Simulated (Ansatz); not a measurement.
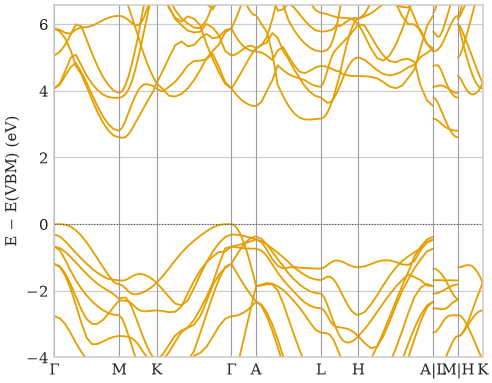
Fig. 1. Band structure from plane-wave PAW PBE+D3(BJ) (Ansatz code)

The gap is 2.59 eV; an edge lies off the plotted path or next to a special point (maximum off the standard path, minimum on the M–K line, 9 % of the way from M).

The material is BeS in space group P6_422 (No. 181; Be on 3c, S on 3d).

The start of the workflow was typed in or built on a structure type; neither database checked (COD, Materials Project) lists it. COD files the formula under space group No. 216, so this cell is another polymorph or a model. Its standing as an ambient phase is unchecked. The PBE+D3(BJ) relaxation kept the symmetry of its start; its stability against distortions is not shown here.

Potentials: the earlier of the program's two PAW sets.
